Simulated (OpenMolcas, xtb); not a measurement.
# GeSiNH7 (SMILES [SiH3][NH][GeH3]): the dipole moment, rung by rung

GeSiNH7: 10 atoms, total charge 0, spin state singlet. As SMILES, `[SiH3][NH][GeH3]`. The shape is that of a PBE0-D4/def2-TZVP optimisation.

Quantity: the dipole moment, in D. The values are calculated.

| level | kind | program | value (D) | CPU time |
| --- | --- | --- | --- | --- |
| GFN2-xTB | semi-empirical | xtb | 0.87 | under 2 s |
| HF/def2-SVP | Hartree–Fock | OpenMolcas | 1.05 | 17 s |
| SVWN5/def2-SVP | LDA | OpenMolcas | 1.03 | 45 s |
| revPBE/def2-SVP | GGA | OpenMolcas | 1.03 | 58 s |
| r2SCAN/def2-SVP | meta-GGA | OpenMolcas | 1.05 | 78 s |
| M06-2X/def2-SVP | hybrid meta-GGA | OpenMolcas | 1.02 | 71 s |
| PBE0/def2-SVP | global hybrid | OpenMolcas | 1.03 | 64 s |

All-electron rows without a relativistic Hamiltonian named are non-relativistic. The values span 0.87 to 1.05 D. Magnitudes only. CPU times are rough (shared hosts, several kinds of processor and program).

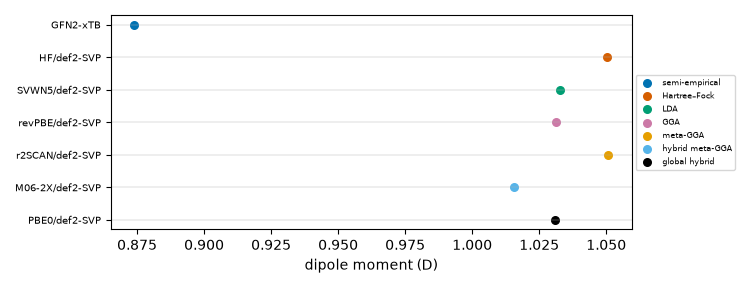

The values of the table, level by level.
